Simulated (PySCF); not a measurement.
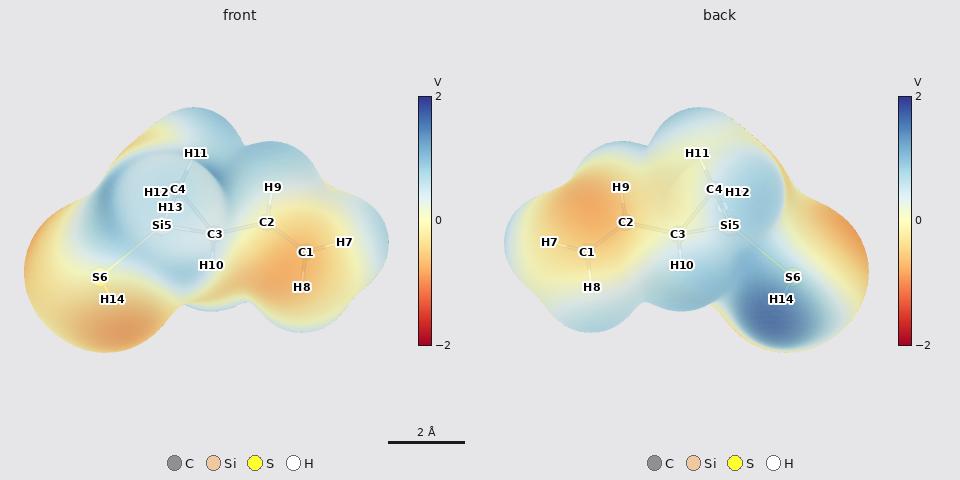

C4H8SSi. The electrostatic potential painted on the density surface at 0.002 e/bohr³, seen from the front and from behind; red is negative and blue positive.

Geometry: GFN2-xTB.

These are results of PySCF, PBE0/def2-SVPD, SCF density, gas phase, not measurements.

| atom | x (Å) | y (Å) | z (Å) |
| --- | --- | --- | --- |
| C | -2.4026 | 0.6667 | -0.6779 |
| C | -1.3931 | 0.5798 | 0.1765 |
| C | -0.0757 | 0.0379 | -0.1417 |
| C | 0.7322 | -0.6252 | 1.0028 |
| Si | 1.5009 | 0.9661 | 0.3826 |
| S | 3.2208 | 0.8755 | -0.9010 |
| H | -3.3523 | 1.0862 | -0.3961 |
| H | -2.3141 | 0.3227 | -1.6954 |
| H | -1.5119 | 0.9385 | 1.1913 |
| H | -0.0551 | -0.4944 | -1.0880 |
| H | 0.2283 | -0.6391 | 1.9591 |
| H | 1.1620 | -1.5909 | 0.7717 |
| H | 1.5102 | 2.2111 | 1.1108 |
| H | 2.7496 | -0.0554 | -1.7168 |

Q: Which sites attract a positive test charge, and which a negative one?

A: A positive charge is drawn to the negative regions and a negative charge to the positive ones. The most negative region (about −0.8 V) lies over C1, C2 and S6, the most positive (about +1.6 V) over H14.

Q: What dipole moment does the calculation give?

A: Its dipole moment is 0.71 D.
